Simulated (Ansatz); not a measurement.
```yaml
atoms:
  - { symbol: Ga, position_ang: [0.0241, 0.2542, -0.0269] }
  - { symbol: H, position_ang: [-0.1082, 0.3026, 1.5284] }
  - { symbol: Cl, position_ang: [1.9201, 0.3284, -1.0149] }
  - { symbol: Cl, position_ang: [-1.6888, 0.0797, -1.2989] }
  - { symbol: N, position_ang: [0.0375, -2.5207, 1.3930] }
  - { symbol: H, position_ang: [-0.6758, -2.6993, 0.6810] }
  - { symbol: H, position_ang: [0.9590, -2.5666, 0.9501] }
  - { symbol: H, position_ang: [-0.0985, -1.5563, 1.7578] }
```

Not at a stationary point (largest force 1.0 eV/Å).

All numbers below come from Ansatz, RKS r2SCAN/def2-SVP.

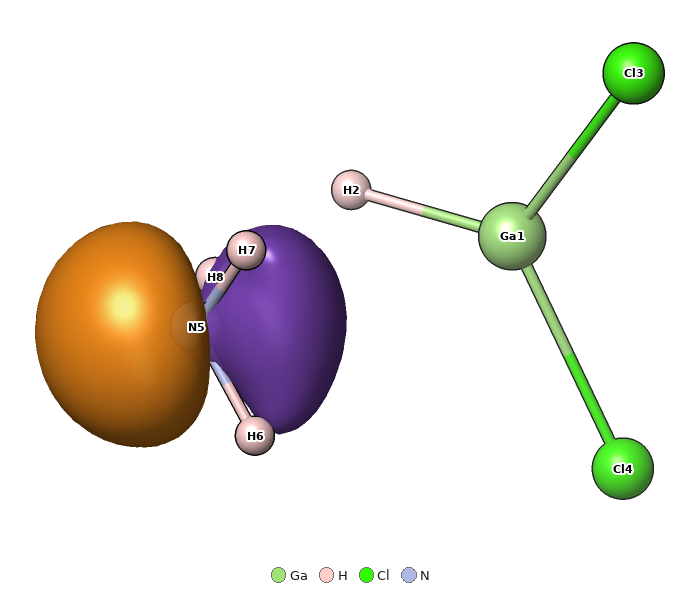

Cl$_{2}$GaH···NH$_{3}$. The HOMO at ±0.2 Å⁻³ᐟ² (orange and purple are the two phases), seen at an oblique angle.

Q: Where does this orbital lie, and at what energy?

A: Its weight (Hirshfeld) is mainly on N5 (about 75 %); largely a lone pair of N5. Its energy is −6.82 eV.
